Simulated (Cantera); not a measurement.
Input: 1 mol Al(CH3)3, 68 mol NH3, 10 mol N2, equilibrated at 28.0 Pa.

Method: chemical equilibrium by Gibbs-energy minimisation in Cantera with the NASA 1993 tables (ideal gas, pure condensed phases). Candidate condensed phases: Al, AlN, C, C6H6, C7H8, C8H18; 97 gas species. The feed counts by its element totals alone. The numbers say what is thermodynamically allowed, not how fast it happens.

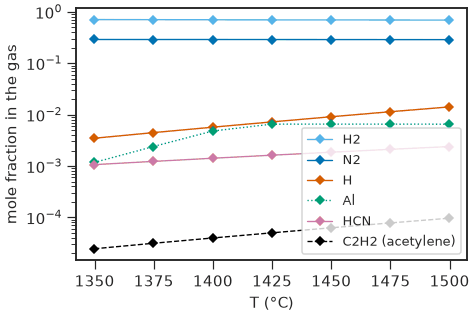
Figure: Equilibrium gas composition (values under 1e-9 drawn at 1e-9)

From 1350 °C to 1400 °C the condensed part is AlN(s) + C(graphite). From 1425 °C to 1500 °C the condensed part is C(graphite). The main Al-bearing gas is Al throughout.
